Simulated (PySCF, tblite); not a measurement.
# C₃H₁₀BN: geometry, infrared bands, NMR shifts, spin-spin couplings, electronic excitations and core binding energies, part 3 of 3

tblite 0.8.0 and PySCF 2.14.0. Atoms count from 0. Earlier steps stand in the parts before.

### 9 X-ray photoelectron lines: SCAN, X2C

Job settings and geometry (Å):

```
{"job": {"kind": "xps"}, "charge": 0, "multiplicity": 1}
C      2.119354    -0.992958     0.018810
C      1.765352     0.226159    -0.413769
B      0.309119     0.845979    -0.571995
N     -0.765920    -0.270582    -0.104582
C     -2.167003     0.150010    -0.163302
H      3.162564    -1.319463     0.091291
H      1.387684    -1.754449     0.329045
H      2.594915     0.891237    -0.695343
H      0.118077     1.815721     0.160658
H      0.019176     1.117459    -1.736134
H     -0.614540    -1.099103    -0.684618
H     -0.513894    -0.554597     0.845250
H     -2.848143    -0.648637     0.165314
H     -2.403796     0.438867    -1.194754
H     -2.294635     1.033533     0.474290
```

With the program's defaults for keys left out, this is: delta-SCF UKS SCAN, pcX-2 on the ionised atom, pcseg-1 elsewhere, spin-free X2C.

Log:

```text
ground state, core basis on atom 0 (C), 151 functions
  cycle   1  E = -199.78439118  |g| = 5.20e-01
  cycle   2  E = -199.73221453  |g| = 6.68e-01
  cycle   3  E = -199.86667434  |g| = 1.37e-01
  cycle   4  E = -199.87125454  |g| = 5.52e-02
  cycle   5  E = -199.87198364  |g| = 1.41e-02
  cycle   6  E = -199.87203515  |g| = 5.33e-03
  cycle   7  E = -199.87204333  |g| = 1.56e-03
  cycle   8  E = -199.87204377  |g| = 4.44e-04
  E(ground) = -199.88148626 Eh
hole in C 1s of atom 0
  cycle   1  E = -188.65737439  |g| = 1.51e+00
  cycle   2  E = -187.66724789  |g| = 1.93e+00
  cycle   3  E = -189.14523984  |g| = 4.02e-01
  cycle   4  E = -189.20819121  |g| = 2.13e-01
  cycle   5  E = -189.23465250  |g| = 8.22e-02
  cycle   6  E = -189.23765677  |g| = 2.37e-02
  cycle   7  E = -189.23799324  |g| = 5.60e-03
  cycle   8  E = -189.23802159  |g| = 1.90e-03
  cycle   9  E = -189.23802859  |g| = 1.18e-03
  cycle  10  E = -189.23803015  |g| = 6.49e-04
  cycle  11  E = -189.23803061  |g| = 1.83e-04
  E(ion) = -189.24705109 Eh   <S^2> = 0.7799   hole on atom = 1.000   binding energy = 289.378 eV
ground state, core basis on atom 1 (C), 151 functions
  cycle   1  E = -199.87115904  |g| = 6.20e-02
  cycle   2  E = -199.87034726  |g| = 6.14e-02
  cycle   3  E = -199.87096348  |g| = 3.87e-02
  cycle   4  E = -199.87137793  |g| = 3.83e-03
  cycle   5  E = -199.87138202  |g| = 4.09e-04
  E(ground) = -199.88091614 Eh
hole in C 1s of atom 1
  cycle   1  E = -188.66626043  |g| = 1.51e+00
  cycle   2  E = -187.87595109  |g| = 1.88e+00
  cycle   3  E = -189.11493798  |g| = 5.19e-01
  cycle   4  E = -189.18232964  |g| = 3.21e-01
  cycle   5  E = -189.24169871  |g| = 6.22e-02
  cycle   6  E = -189.24403401  |g| = 1.85e-02
  cycle   7  E = -189.24441925  |g| = 1.20e-02
  cycle   8  E = -189.24463592  |g| = 8.12e-03
  cycle   9  E = -189.24483344  |g| = 6.44e-03
  cycle  10  E = -189.24497238  |g| = 3.91e-03
  cycle  11  E = -189.24499872  |g| = 1.63e-03
  cycle  12  E = -189.24500446  |g| = 9.85e-04
  cycle  13  E = -189.24500636  |g| = 4.79e-04
  E(ion) = -189.25346116 Eh   <S^2> = 0.8645   hole on atom = 1.000   binding energy = 289.188 eV
ground state, core basis on atom 2 (B), 151 functions
  cycle   1  E = -199.86327605  |g| = 4.99e-02
  cycle   2  E = -199.86298573  |g| = 4.00e-02
  cycle   3  E = -199.86317125  |g| = 3.07e-02
  cycle   4  E = -199.86343530  |g| = 7.11e-03
  cycle   5  E = -199.86345006  |g| = 5.04e-04
  cycle   6  E = -199.86344956  |g| = 2.06e-04
  E(ground) = -199.87461069 Eh
hole in B 1s of atom 2
  cycle   1  E = -192.32122975  |g| = 1.18e+00
  cycle   2  E = -191.73314817  |g| = 1.49e+00
  cycle   3  E = -192.66628455  |g| = 3.59e-01
  cycle   4  E = -192.68823378  |g| = 2.97e-01
  cycle   5  E = -192.73698294  |g| = 4.40e-02
  cycle   6  E = -192.73783663  |g| = 1.83e-02
  cycle   7  E = -192.73800102  |g| = 7.33e-03
  cycle   8  E = -192.73803762  |g| = 4.10e-03
  cycle   9  E = -192.73805447  |g| = 2.23e-03
  cycle  10  E = -192.73807083  |g| = 1.87e-03
  cycle  11  E = -192.73808703  |g| = 1.81e-03
  cycle  12  E = -192.73810166  |g| = 1.77e-03
  cycle  13  E = -192.73813628  |g| = 1.64e-03
  cycle  14  E = -192.73819092  |g| = 2.22e-03
  cycle  15  E = -192.73815023  |g| = 1.68e-03
  cycle  16  E = -192.73818775  |g| = 1.09e-03
  cycle  17  E = -192.73819197  |g| = 9.95e-04
  cycle  18  E = -192.73819298  |g| = 8.39e-04
  cycle  19  E = -192.73819471  |g| = 4.86e-04
  E(ion) = -192.75030360 Eh   <S^2> = 0.7894   hole on atom = 1.000   binding energy = 193.862 eV
ground state, core basis on atom 3 (N), 151 functions
  cycle   1  E = -199.88294572  |g| = 7.24e-02
  cycle   2  E = -199.88294428  |g| = 1.19e-02
  cycle   3  E = -199.88292177  |g| = 1.50e-02
  cycle   4  E = -199.88297871  |g| = 3.39e-03
  cycle   5  E = -199.88298238  |g| = 5.43e-04
  cycle   6  E = -199.88298091  |g| = 1.76e-04
  E(ground) = -199.89073439 Eh
hole in N 1s of atom 3
  cycle   1  E = -184.21360032  |g| = 1.86e+00
  cycle   2  E = -181.42771147  |g| = 2.81e+00
  cycle   3  E = -184.65347274  |g| = 6.47e-01
  cycle   4  E = -184.82785950  |g| = 3.56e-01
  cycle   5  E = -184.89470525  |g| = 1.30e-01
  cycle   6  E = -184.90035092  |g| = 8.02e-02
  cycle   7  E = -184.90401898  |g| = 1.08e-02
  cycle   8  E = -184.90407721  |g| = 2.57e-03
  cycle   9  E = -184.90408068  |g| = 1.51e-03
  cycle  10  E = -184.90408184  |g| = 3.97e-04
  E(ion) = -184.91169221 Eh   <S^2> = 0.7653   hole on atom = 1.000   binding energy = 407.600 eV
ground state, core basis on atom 4 (C), 151 functions
  cycle   1  E = -199.87096547  |g| = 5.61e-02
  cycle   2  E = -199.87095443  |g| = 1.31e-02
  cycle   3  E = -199.87093729  |g| = 1.55e-02
  cycle   4  E = -199.87099578  |g| = 1.28e-03
  cycle   5  E = -199.87099590  |g| = 4.05e-04
  E(ground) = -199.88036487 Eh
hole in C 1s of atom 4
  cycle   1  E = -188.56631718  |g| = 1.50e+00
  cycle   2  E = -185.24535128  |g| = 2.69e+00
  cycle   3  E = -188.79692069  |g| = 7.59e-01
  cycle   4  E = -189.06491098  |g| = 3.38e-01
  cycle   5  E = -189.10984017  |g| = 1.23e-01
  cycle   6  E = -189.11498513  |g| = 3.94e-02
  cycle   7  E = -189.11578899  |g| = 9.34e-03
  cycle   8  E = -189.11583039  |g| = 5.68e-03
  cycle   9  E = -189.11584812  |g| = 3.10e-03
  cycle  10  E = -189.11585363  |g| = 1.31e-03
  cycle  11  E = -189.11585594  |g| = 4.22e-04
  E(ion) = -189.12454024 Eh   <S^2> = 0.7699   hole on atom = 1.000   binding energy = 292.681 eV
```

It took 30 s on 1 thread of Arm Neoverse V2, shared host; peak memory 0.55 GiB.

The holes in one table. −ε is the ground-state orbital energy:

```
     hole  stands for                       environment          ΔSCF (eV)  −ε (eV)   ⟨S²⟩
C1s on C0          C0              terminal =CH2 carbon             289.38    272.8  0.780
C1s on C1          C1                         alkene CH  289.19 (doubtful)    272.5  0.865
B1s on B2          B2         boron bonded to C, N, 2 H             193.86    178.3  0.789
N1s on N3          N3  donor nitrogen of a Lewis adduct             407.60    388.2  0.765
C1s on C4          C4         methyl carbon bonded to N             292.68    275.3  0.770
```

Doubtful: the ion did not converge, its hole moved, or its ⟨S²⟩ is well above 0.75.

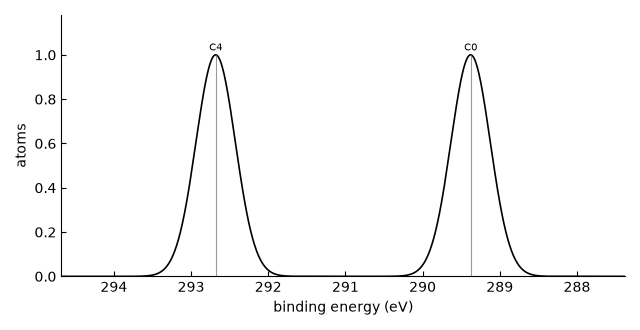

The C1s photoelectron lines, weighted by the number of atoms. Only 2 of the 3 C atoms are covered by sound results. Lines are broadened to a width of 0.60 eV (Gaussian).

### 10 Run by run: NMR shifts

Shifts (ppm) of some atoms, chosen among heavy atoms and hydrogens apart, means over like atoms, with basis size and wall time:

```
          run     C1     C0    C4    H5   H10     B2    N3  functions   time
PBE0/pcSseg-1  166.0  112.5  33.1  5.21  2.68  -16.1  49.8        135  8.8 s
PBE0/pcSseg-2  171.4  115.0  33.9  5.35  2.99  -15.6  46.1        320   32 s
```

### 11 Summary of results

What follows sums up all 3 parts.

```
                                                              quantity                                   value
                             strongest single infrared mode (GFN2-xTB)                   2414 cm⁻¹, 261 km/mol
                                          zero-point energy (GFN2-xTB)                           81.3 kcal/mol
                                                           point group                                      Cs
                                  rotational constants (main isotopes)                   12.47, 2.50, 2.17 GHz
                                13C shifts against TMS (PBE0/pcSseg-1)                  166.0, 112.5, 33.1 ppm
1H shifts against TMS (PBE0/pcSseg-1, means over atoms taken as alike)  7.03, 5.21, 4.47, 2.68, 2.64, 2.55 ppm
                           11B shifts against BF3·OEt2 (PBE0/pcSseg-1)                               -16.1 ppm
                                15N shifts against NH3 (PBE0/pcSseg-1)                                49.8 ppm
                           largest coupling of the table (B3LYP/pcJ-1)                 1J(C,H) C0–H5, 169.4 Hz
                                  lowest singlet (CAM-B3LYP/def2-SVPD)             5.80 eV (214 nm), f = 0.006
                              brightest single state of those computed             state 2, 6.88 eV, f = 0.290
                                                        lowest triplet                                 4.35 eV
                                     vertical ionisation energy (ΔSCF)                                 8.75 eV
          C1s binding energies, SCAN/pcX-2 (standing for 2 of 3 atoms)                 C4 292.68, C0 289.38 eV
                                      B1s binding energies, SCAN/pcX-2                            B2 193.86 eV
                                      N1s binding energies, SCAN/pcX-2                            N3 407.60 eV
                                              range of the shift of C1                      166.0 to 171.4 ppm
```

What this shows: All 39 modes are real, so the xTB geometry is a minimum. The strongest single mode, at 2414 cm⁻¹, moves mainly H8 and H9. GFN2-xTB is a fitted tight-binding method: band positions and strengths are rough. Its intensities can rank the bands wrongly. The optimisation took 8 steps and gained 0.167 eV; among the close pairs (by a distance rule), B2–H9 changed most, from 1.173 to 1.230 Å (PBE0/def2-SVP). The most deshielded hydrogen is H7 (hydrogen on an alkene CH), at 7.03 ppm: attached to an sp2 carbon and in the plane of the double bond. At PBE0/pcSseg-1: The largest span, 292 ppm, is at C1, where the paramagnetic term is -239 ppm. In the run at B3LYP/pcJ-1, the largest coupling of the table is C0–H5, 169.4 Hz, of which the Fermi-contact term gives 168.2 Hz. Couplings across rotatable bonds belong to this one conformer; where others are populated, the observed values are averages, and the simulated multiplets take (2 J gauche + J anti)/3 across rotating chain bonds. The first singlet state (HOMO→LUMO 0.89, HOMO→LUMO+1 0.09) lies at 5.80 eV and is weak; of the 10 states computed, the strongest absorption comes from state 2 at 6.88 eV. The lowest triplet lies 1.44 eV below the lowest singlet (triplets in Tamm-Dancoff, singlets in full TDDFT). ΔSCF puts the ionisation energy at 8.75 eV, 0.87 eV above −ε(HOMO). The C1s levels kept as sound span 3.30 eV, from C0 (terminal =CH2 carbon) up to C4 (methyl carbon bonded to N). Only 2 of the 3 C atoms are covered by sound results. In ppm, C1 moves most: its shift spreads over 5.4 ppm, from 166.0 (PBE0/pcSseg-1) to 171.4 (PBE0/pcSseg-2).
